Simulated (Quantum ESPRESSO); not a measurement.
# W (Tungsten): from the cell to the phonon bands, part 2 of 3

How does W (Tungsten) vibrate, and is this structure a minimum?

Quantum ESPRESSO 7.5; DFT LDA, scalar-relativistic, plane waves, PseudoDojo norm-conserving pseudopotentials.

So far. Step 2 (A first look): No gap opens on this mesh, so smearing is kept; the start stands at -9.1 GPa. Step 4 (Self-consistent run for the response): The cell stands at -0.049 GPa, close enough for phonons. The relaxed cell has a = 3.132 Å (conventional setting).

### Step 5. Phonons on a q mesh

Linear response treats each wavevector in the unit cell, with no supercell; the 4×4×4 mesh fixes the range of the force constants to be had.

ph.in reads:

```
phonons
&INPUTPH
  prefix       = 'x'
  outdir       = './tmp'
  fildyn       = 'x.dyn'
  tr2_ph       = 1.0d-18
  alpha_mix(1) = 0.4
  nmix_ph      = 8
  ldisp        = .true.
  nq1          = 4
  nq2          = 4
  nq3          = 4
/
```

The run is started by

```bash
OMP_NUM_THREADS=1 mpirun -n 4 ph.x -nk 4 -in ph.in > ph.out
```

The log of the run:

```text
[banners, grids, parts of the stress and lines that vanish by symmetry left out]
[banner, memory and clock lines left out]
Program PHONON v.7.5

     ./tmp/x.save/

     IMPORTANT: XC functional enforced from input :
     Exchange-correlation= PW
                           (   1   4   0   0   0   0   0)
     Any further DFT definition will be discarded
     Please, verify this is what you really want

     G-vector sticks info

     Reading collected, re-writing distributed wavefunctions in ./tmp/

     Dynamical matrices for ( 4, 4, 4)  uniform grid of q-points
     (   8 q-points):
       N         xq(1)         xq(2)         xq(3)
       1   0.000000000   0.000000000   0.000000000
       2   0.000000000  -0.216506351   0.216506351
       3   0.000000000   0.433012702  -0.433012702
       4  -0.216506351   0.649519053  -0.433012702
[...]
Number and degeneracy of irreps per q-point
       N         xq(1)         xq(2)         xq(3)   N irreps
       1   0.000000000   0.000000000   0.000000000       1
        3
       2   0.000000000  -0.216506351   0.216506351       3
     No degeneracy
       3   0.000000000   0.433012702  -0.433012702       3
     No degeneracy
       4  -0.216506351   0.649519053  -0.433012702       3
     No degeneracy
       5   0.000000000   0.000000000   0.433012702       2
        1   2
       6   0.000000000   0.649519053  -0.216506351       3
     No degeneracy
       7   0.433012702  -0.433012702   0.433012702       1
        3
       8   0.000000000   0.000000000  -0.866025404       1
        3

     Calculation of q =    0.0000000   0.0000000   0.0000000

     phonons

     bravais-lattice index     =            0
     lattice parameter (alat)  =       5.1256  a.u.
     unit-cell volume          =     103.6598 (a.u.)^3
     number of atoms/cell      =            1
     number of atomic types    =            1
     kinetic-energy cut-off    =      77.0000  Ry
     charge density cut-off    =     308.0000  Ry
     convergence threshold     =      1.0E-18
     beta                      =       0.4000
     number of iterations used =            8
     Exchange-correlation= PW
                           (   1   4   0   0   0   0   0)

     celldm(1)=    5.12559  celldm(2)=    0.00000  celldm(3)=    0.00000
     celldm(4)=    0.00000  celldm(5)=    0.00000  celldm(6)=    0.00000

     crystal axes: (cart. coord. in units of alat)
               a(1) = (  0.5774  0.5774  0.5774 )
               a(2) = ( -0.5774  0.5774  0.5774 )
               a(3) = ( -0.5774 -0.5774  0.5774 )

     reciprocal axes: (cart. coord. in units 2 pi/alat)
               b(1) = (  0.8660  0.0000  0.8660 )
               b(2) = ( -0.8660  0.8660  0.0000 )
               b(3) = (  0.0000 -0.8660  0.8660 )

     Atoms inside the unit cell:

     Cartesian axes

     site n.  atom      mass           positions (alat units)
        1  W     183.8400   tau(    1) = (    0.00000    0.00000    0.00000  )

     Computing dynamical matrix for
                    q = (   0.0000000   0.0000000   0.0000000 )

     49 Sym.Ops. (with q -> -q+G )

     G cutoff =  204.9648  (   9453 G-vectors)     FFT grid: ( 30, 30, 30)

     number of k points=   145  Marzari-Vanderbilt smearing, width (Ry)=  0.0200

     PseudoPot. # 1 for W  read from file:
     ./pseudo/W.upf
     Pseudo is Norm-conserving + core correction, Zval = 14.0

     Mode symmetry, O_h (m-3m)  point group:

     Atomic displacements:
     There are    1 irreducible representations

     Representation     1      3 modes -  To be done

     Alpha used in Ewald sum =   2.8000

     Representation #   1 modes #   1   2   3

     Self-consistent Calculation
      iter #   1   av.it.:   7.6
      thresh= 1.000E-02 alpha_mix =  0.400 |ddv_scf|^2 =  3.728E-06
      iter #   2   av.it.:  10.7
      thresh= 1.931E-04 alpha_mix =  0.400 |ddv_scf|^2 =  4.605E-07
      iter #   3   av.it.:  11.1
      thresh= 6.786E-05 alpha_mix =  0.400 |ddv_scf|^2 =  4.508E-09
      iter #   4   av.it.:  11.9
      thresh= 6.714E-06 alpha_mix =  0.400 |ddv_scf|^2 =  1.323E-11
[...]
End of self-consistent calculation

     Convergence has been achieved

     Number of q in the star =    1
     List of q in the star:
[...]
Diagonalizing the dynamical matrix

     q = (    0.000000000   0.000000000   0.000000000 )

 **************************************************************************
     freq (    1) =       0.021530 [THz] =       0.718153 [cm-1]
     freq (    2) =       0.021530 [THz] =       0.718153 [cm-1]
     freq (    3) =       0.021530 [THz] =       0.718153 [cm-1]
 **************************************************************************

     Mode symmetry, O_h (m-3m)  point group:

     freq (   1-   3) =          0.7  [cm-1]   --> T_1u G_15  G_4- I

     Calculation of q =    0.0000000  -0.2165064   0.2165064
     [... set-up and bands at k+q left out ...]

     Mode symmetry, C_2v (mm2)  point group:

     Atomic displacements:
     There are    3 irreducible representations

     Representation     1      1 modes -  To be done

     Representation     2      1 modes -  To be done

     Representation     3      1 modes -  To be done

     Message from routine init_vloc:
     Interpolation table for Vloc re-allocated

     Alpha used in Ewald sum =   2.8000

     Representation #   1 mode #   1

     Self-consistent Calculation

[...]
[... iterations left out ...]
[...]
End of self-consistent calculation

     Convergence has been achieved

     Representation #   2 mode #   2

     Self-consistent Calculation

[...]
[... iterations left out ...]
[...]
End of self-consistent calculation

     Convergence has been achieved

     Representation #   3 mode #   3

     Self-consistent Calculation

[...]
[... iterations left out ...]
[...]
End of self-consistent calculation

     Convergence has been achieved

     Number of q in the star =   12
     List of q in the star:
[...]
Diagonalizing the dynamical matrix

     q = (    0.000000000  -0.216506351   0.216506351 )

 **************************************************************************
     freq (    1) =       3.039431 [THz] =     101.384492 [cm-1]
     freq (    2) =       3.060230 [THz] =     102.078271 [cm-1]
     freq (    3) =       4.981065 [THz] =     166.150440 [cm-1]
 **************************************************************************

     Mode symmetry, C_2v (mm2)  point group:

     freq (   1-   1) =        101.4  [cm-1]   --> B_2  D_4  S_4
     freq (   2-   2) =        102.1  [cm-1]   --> B_1  D_3  S_3
     freq (   3-   3) =        166.2  [cm-1]   --> A_1  D_1  S_1

     Calculation of q =    0.0000000   0.4330127  -0.4330127
     [... set-up and bands at k+q left out ...]

     Mode symmetry, D_2h (mmm)  point group:

     Atomic displacements:
     There are    3 irreducible representations

[...]
Alpha used in Ewald sum =   2.8000

     Representation #   1 mode #   1

[...]
[... iterations left out ...]
[...]
Convergence has been achieved

[...]
Convergence has been achieved

[...]
Convergence has been achieved

     Number of q in the star =    6
     List of q in the star:
[...]
Diagonalizing the dynamical matrix

     q = (    0.000000000   0.433012702  -0.433012702 )

[...]
freq (    1) =       4.098213 [THz] =     136.701682 [cm-1]
     freq (    2) =       4.541271 [THz] =     151.480496 [cm-1]
     freq (    3) =       6.846678 [THz] =     228.380598 [cm-1]
[...]
Mode symmetry, D_2h (mmm)  point group:

     freq (   1-   1) =        136.7  [cm-1]   --> B_1u
     freq (   2-   2) =        151.5  [cm-1]   --> B_2u
     freq (   3-   3) =        228.4  [cm-1]   --> B_3u

     Calculation of q =   -0.2165064   0.6495191  -0.4330127
     [... set-up and bands at k+q left out ...]

     Mode symmetry, C_s (m)     point group:

     Atomic displacements:
     There are    3 irreducible representations

[...]
Alpha used in Ewald sum =   2.8000

[...]
Convergence has been achieved

[...]
Convergence has been achieved

[...]
Convergence has been achieved

     Number of q in the star =   24
     List of q in the star:
[...]
Diagonalizing the dynamical matrix

     q = (   -0.216506351   0.649519053  -0.433012702 )

[...]
freq (    1) =       4.551503 [THz] =     151.821793 [cm-1]
     freq (    2) =       5.112269 [THz] =     170.526925 [cm-1]
     freq (    3) =       6.081125 [THz] =     202.844480 [cm-1]
[...]
Mode symmetry, C_s (m)     point group:

     freq (   1-   1) =        151.8  [cm-1]   --> A'
     freq (   2-   2) =        170.5  [cm-1]   --> A''
     freq (   3-   3) =        202.8  [cm-1]   --> A'

     Calculation of q =    0.0000000   0.0000000   0.4330127
     [... set-up and bands at k+q left out ...]

     Mode symmetry, C_4v (4mm)  point group:

     Atomic displacements:
     There are    2 irreducible representations

[...]
Alpha used in Ewald sum =   2.8000

[...]
Convergence has been achieved

     Representation #   2 modes #   2   3

[...]
Convergence has been achieved

     Number of q in the star =    6
     List of q in the star:
[...]
Diagonalizing the dynamical matrix

     q = (    0.000000000   0.000000000   0.433012702 )

[...]
freq (    1) =       4.054413 [THz] =     135.240659 [cm-1]
     freq (    2) =       4.054413 [THz] =     135.240659 [cm-1]
     freq (    3) =       5.986741 [THz] =     199.696196 [cm-1]
[...]
Mode symmetry, C_4v (4mm)  point group:

     freq (   1-   2) =        135.2  [cm-1]   --> E    G_5 D_5
     freq (   3-   3) =        199.7  [cm-1]   --> A_1  G_1 D_1

     Calculation of q =    0.0000000   0.6495191  -0.2165064
     [... set-up and bands at k+q left out ...]

     Mode symmetry, C_2v (mm2)  point group:

     Atomic displacements:
     There are    3 irreducible representations

[...]
Alpha used in Ewald sum =   2.8000

[...]
Convergence has been achieved

     Representation #   2 mode #   2

[...]
Convergence has been achieved

     Representation #   3 mode #   3

[...]
Convergence has been achieved

     Number of q in the star =   12
     List of q in the star:
[...]
Diagonalizing the dynamical matrix

     q = (    0.000000000   0.649519053  -0.216506351 )

[...]
freq (    1) =       4.741794 [THz] =     158.169229 [cm-1]
     freq (    2) =       5.453608 [THz] =     181.912798 [cm-1]
     freq (    3) =       6.278454 [THz] =     209.426692 [cm-1]
[...]
Mode symmetry, C_2v (mm2)  point group:

     freq (   1-   1) =        158.2  [cm-1]   --> B_1  D_3  S_3
     freq (   2-   2) =        181.9  [cm-1]   --> A_1  D_1  S_1
     freq (   3-   3) =        209.4  [cm-1]   --> B_2  D_4  S_4

     Calculation of q =    0.4330127  -0.4330127   0.4330127
     [... set-up and bands at k+q left out ...]

     Mode symmetry, T_d (-43m)  point group:

     Atomic displacements:
     There are    1 irreducible representations

     Representation     1      3 modes -  To be done

     Alpha used in Ewald sum =   2.8000

     Representation #   1 modes #   1   2   3

     Self-consistent Calculation

[...]
[... iterations left out ...]
[...]
End of self-consistent calculation

     Convergence has been achieved

     Number of q in the star =    2
     List of q in the star:
[...]
2   0.433012702  -0.433012702  -0.433012702

     Diagonalizing the dynamical matrix

     q = (    0.433012702  -0.433012702   0.433012702 )

[...]
freq (    1) =       5.463729 [THz] =     182.250380 [cm-1]
     freq (    2) =       5.463729 [THz] =     182.250380 [cm-1]
     freq (    3) =       5.463729 [THz] =     182.250380 [cm-1]
[...]
Mode symmetry, T_d (-43m)  point group:

     freq (   1-   3) =        182.3  [cm-1]   --> T_2  G_15 P_4

     Calculation of q =    0.0000000   0.0000000  -0.8660254
     [... set-up and bands at k+q left out ...]

     Mode symmetry, O_h (m-3m)  point group:

     Atomic displacements:
     There are    1 irreducible representations

     Representation     1      3 modes -  To be done

     Alpha used in Ewald sum =   2.8000

     Representation #   1 modes #   1   2   3

     Self-consistent Calculation

      iter #   1   av.it.:   8.4
      thresh= 1.000E-02 alpha_mix =  0.400 |ddv_scf|^2 =  2.748E-05

      [... iterations left out ...]
      iter #   9   av.it.:  11.7
      thresh= 6.353E-10 alpha_mix =  0.400 |ddv_scf|^2 =  1.293E-19

     End of self-consistent calculation

     Convergence has been achieved

     Number of q in the star =    1
     List of q in the star:
          1   0.000000000   0.000000000  -0.866025404

     Diagonalizing the dynamical matrix

     q = (    0.000000000   0.000000000  -0.866025404 )

 **************************************************************************
     freq (    1) =       5.481874 [THz] =     182.855647 [cm-1]
     freq (    2) =       5.481874 [THz] =     182.855647 [cm-1]
     freq (    3) =       5.481874 [THz] =     182.855647 [cm-1]
 **************************************************************************

     Mode symmetry, O_h (m-3m)  point group:

     freq (   1-   3) =        182.9  [cm-1]   --> T_1u G_15  G_4-


[key lines of the parts left out:]
the Fermi energy is    23.0021 ev
```

The job ended after 47 min (4 MPI ranks of Arm Neoverse V1, shared host; 3.1 h of CPU time).

Read from the output:

| Property | Result |
| --- | --- |
| largest acoustic frequency at the zone centre before the sum rule | 0.72 cm⁻¹ |
| lowest mode on the q mesh (acoustic ones at the zone centre apart) | 101.4 cm⁻¹ |

Frequencies (cm⁻¹) at each irreducible wavevector; negative means imaginary. Frequencies by wavevector:

```
  q (fractions)  star  mode 1  mode 2  mode 3
          0 0 0     1    0.72    0.72    0.72
       0 0 0.25    12   101.4   102.1   166.2
       0 0 -0.5     6   136.7   151.5   228.4
    0 0.25 -0.5    24   151.8   170.5   202.8
 0.25 0.25 0.25     6   135.2   135.2   199.7
 0.25 0.25 -0.5    12   158.2   181.9   209.4
0.25 -0.25 0.25     2   182.2   182.2   182.2
 -0.5 -0.5 -0.5     1   182.9   182.9   182.9
```

The acoustic modes at Γ come out as far as 0.7 cm⁻¹ from zero, where they should vanish, a small numerical error.

### Step 6. Force constants in real space

The dynamical matrices of the mesh are Fourier-transformed to force constants in real space.

q2r.in reads:

```
&INPUT
  fildyn = 'x.dyn'
  zasr   = 'simple'
  flfrc  = 'x.fc'
/
```

The run is started by

```bash
q2r.x < q2r.in > q2r.out
```

The log of the run:

```text
[banners, grids, parts of the stress and lines that vanish by symmetry left out]
[banner, memory and clock lines left out]
Program Q2R v.7.5

  reading grid info from file x.dyn0

  reading force constants from file x.dyn1
  Dielectric Tensor not found
  nqs=            1
 q=   0.00000000  0.00000000  0.00000000
  reading force constants from file x.dyn2
  nqs=           12
 q=   0.00000000 -0.21650635  0.21650635
[...]
reading force constants from file x.dyn7
  nqs=            2
[...]
q=   0.43301270 -0.43301270 -0.43301270
  reading force constants from file x.dyn8
  nqs=            1
 q=   0.00000000  0.00000000 -0.86602540

      q-space grid ok, #points =   64

      fft-check success (sum of imaginary terms < 10^-12)
```

The job ended after 0.45 s (1 thread).

### Step 7. Dispersion

From the force constants any wavevector is cheap; points of the mesh come back as solved, but for the sum rule and, in polar crystals, the LO-TO term at Γ; the rest is interpolation.

matdyn.in reads:

```
&INPUT
  asr              = 'simple'
  flfrc            = 'x.fc'
  flfrq            = 'x.freq'
  flvec            = 'x.modes'
  q_in_band_form   = .true.
  q_in_cryst_coord = .true.
/
8
  0.0000000   0.0000000   0.0000000  12  ! GAMMA
  0.5000000   0.5000000  -0.5000000  12  ! H
  0.5000000   0.0000000  -0.5000000  12  ! N
  0.0000000   0.0000000   0.0000000  12  ! GAMMA
  0.7500000   0.2500000  -0.2500000  12  ! P
  0.5000000   0.5000000  -0.5000000   1  ! H
  0.7500000   0.2500000  -0.2500000  12  ! P
  0.5000000   0.0000000  -0.5000000   1  ! N
```

The run is started by

```bash
matdyn.x -in matdyn.in > matdyn.out
```

The log of the run:

```text
[banner, memory and clock lines left out]
Program MATDYN v.7.5

 mass for atomic type   1 not given; uses mass from file x.fc
     Message from routine matdyn:
     Z* not found in file x.fc, TO-LO splitting at q=0 will be absent!
     Message from routine matdyn:
     Z* not found in file x.fc, TO-LO splitting at q=0 will be absent!

Note: The following floating-point exceptions are signalling: IEEE_UNDERFLOW_FLAG
```

Elapsed: 0.46 s, on 1 thread.

Read from the output:

* lowest frequency on the path: 0 cm⁻¹
* mean frequency: 163.1 cm⁻¹
* Debye temperature (second moment): 310 K
* logarithmic mean frequency: 158.1 cm⁻¹

Matdyn.x, sum rule simple. Phonon branches along the path, in cm⁻¹:

```
    point  branch 1  branch 2  branch 3
        Γ         0         0         0
        H       183       183       183
        N       137       152       228
        Γ         0         0         0
        P       182       182       182
        H       183       183       183
jump to P       182       182       182
        N       137       152       228
```

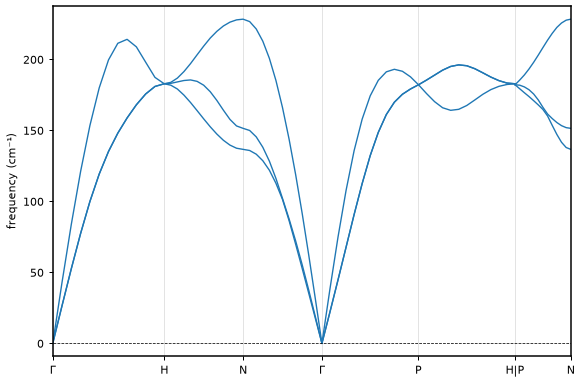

Phonon branches along the path.

Lowest modes at the softest wavevector of the mesh; phase exp(i q.(R + tau)). Modes at q = (0.250, 0.000, 0.000):

```
mode  frequency (cm⁻¹)
   1             101.4
   2             102.1
   3             166.2
```

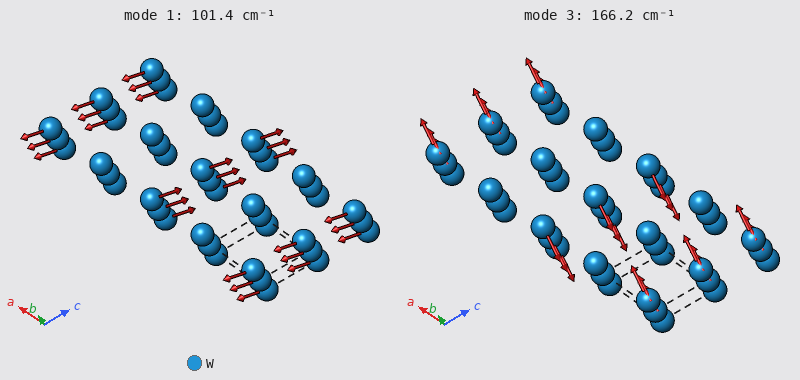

Displacement patterns of modes 1 and 3 at q = (0.250, 0.000, 0.000); arrows are exaggerated. 4×2×2 cells are drawn. The axes are those of the cell as run, not the conventional ones. Some periodic images of atoms are drawn too.

(Part 2 of 3 ends here.)

[Host names and launcher messages were left out of these logs when they were recorded.]

[Logs are printed without paths, hosts, clocks, repeated set-up lines and the standing remarks that a program may print on its own settings, such as how far it seeks lower states.]

[Hosts, paths, dates, database ids (printed as entryN), source tags and the programs' standing remarks are cut or masked in the printed files.]
